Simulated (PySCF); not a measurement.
Ionisation energy of neutral mercury ([Xe] 4f¹⁴ 5d¹⁰ 6s² → [Xe] 4f¹⁴ 5d¹⁰ 6s). PySCF, aug-cc-pVDZ-PP with a 60-electron core potential, unrestricted single determinants, no spin-orbit coupling. Methods marked “valence” freeze 8 core electrons.

The results, method by method:

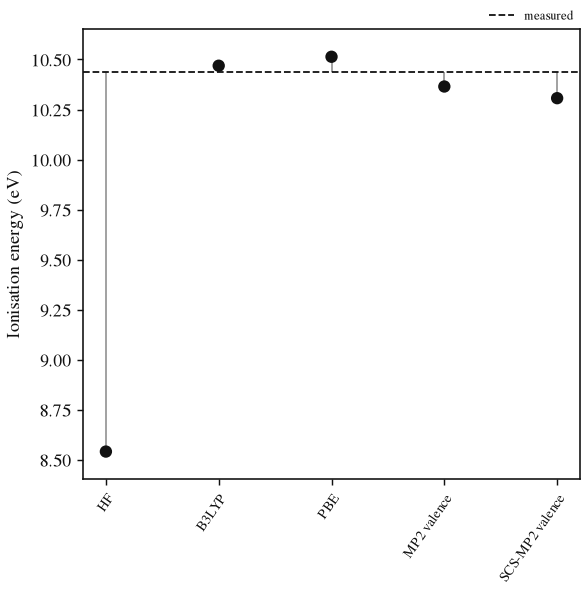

```json
{"Method": "HF", "Ionisation energy (eV)": "8.54"}
{"Method": "B3LYP", "Ionisation energy (eV)": "10.47"}
{"Method": "PBE", "Ionisation energy (eV)": "10.51"}
{"Method": "MP2 valence", "Ionisation energy (eV)": "10.37"}
{"Method": "SCS-MP2 valence", "Ionisation energy (eV)": "10.31"}
```

The values run from 8.54 eV (HF) to 10.51 eV (PBE). The measured value is 10.44 eV; nearest to it come B3LYP (+0.03) and MP2 valence (−0.07), furthest HF (−1.90 eV).
